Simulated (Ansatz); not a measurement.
A family of molecules: the atomisation energy (no zero-point term)

All atoms of one element are swapped for its congeners: C2H5F `CCF`; SiH2(SiH3)F; GeH2(GeH3)F. All are singlets with charge 0.

Shapes, held fixed at every level: PBE0-D4/def2-TZVP. Programs: Ansatz 0.2.0. Values in eV.

```csv
level,C2H5F,SiH2(SiH3)F,GeH2(GeH3)F
HF/def2-SVP,23.76,19.22,16.50
BHLYP-D4/def2-TZVPP,30.44,25.19,22.19
r2SCAN0-D4/def2-TZVPP,30.89,25.26,22.49
MP2/def2-TZVPP,30.93,24.96,22.42
CCSD/def2-TZVPP,30.24,24.80,22.32
CCSD(T)/def2-TZVPP,30.58,25.00,22.57
```

At CCSD(T)/def2-TZVPP the atomisation energy falls at every step, from 30.58 to 22.57 eV. Every level shows the same order. Relativity is left out for Ge. Outer-core shells of Ge are correlated in most correlated rows, in sets that cover them unevenly. Spin-orbit coupling, which grows down the group, is left out (summed over each molecule's free atoms 0.02, 0.05, 0.26 eV). Coupled cluster in double- or triple-zeta sets underbinds by a few per cent against its basis-set limit. CCSD also lacks the triples, which bind further.

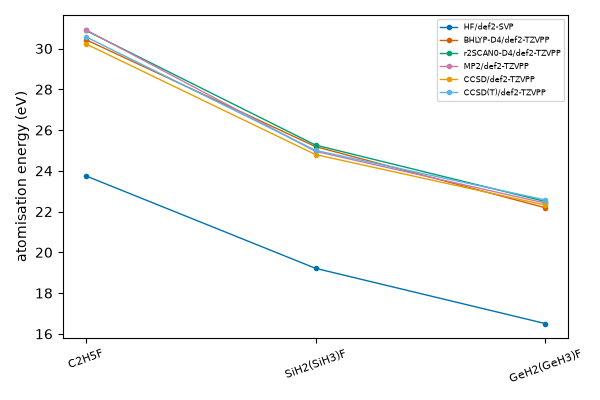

The trend along the series, level by level.
